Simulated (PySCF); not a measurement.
Ga(F)3, F3Ga, SMILES [F][Ga]([F])[F] at its CAM-B3LYP/def2-SVP optimised geometry (Å):

```
4

Ga    -0.4304     0.0013     0.0000
F      1.2911     0.0013     0.0000
F     -1.2868    -1.4922    -0.0016
F     -1.2911     1.4922     0.0000
```

Computed with CAM-B3LYP/def2-TZVP (PySCF 2.14.0).

Map of the electron localisation function on the plane z = 1.2 Å:

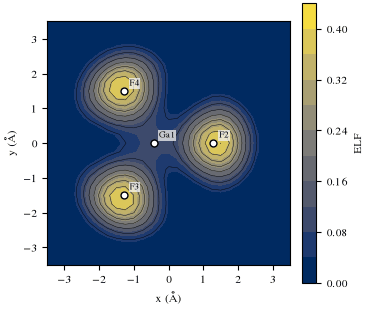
*Electron localisation function on the plane z = 1.2 Å.*
